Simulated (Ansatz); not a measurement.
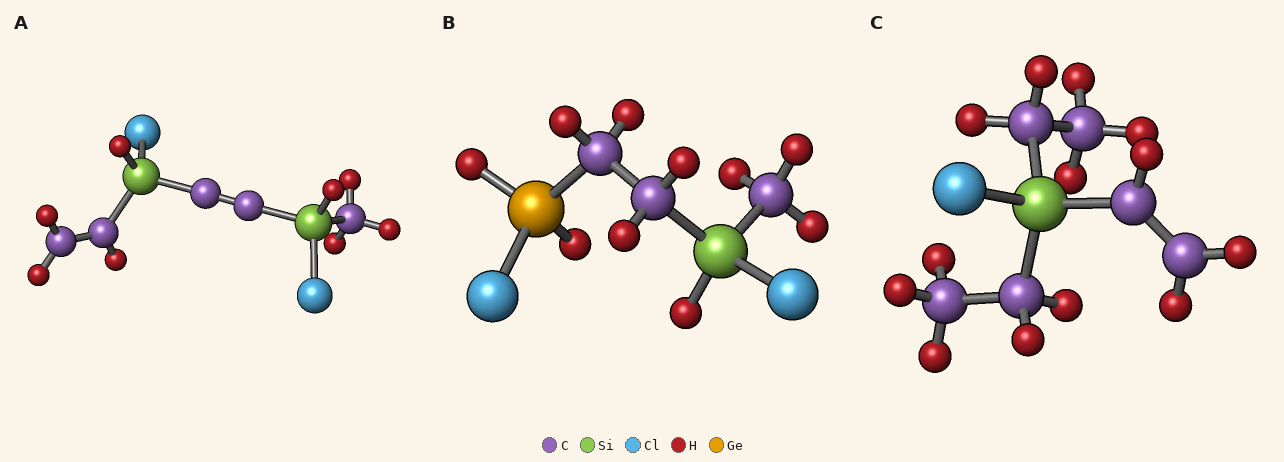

Figure made from data computed with Ansatz.

Match each picture to its SMILES.
(1) C=C[Si@H](Cl)C#C[Si@H](C)Cl
(2) C=C[Si](Cl)(CC)CC
(3) C[Si@@H](Cl)C[CH2][GeH2][Cl]

A is (1), B is (3), C is (2).
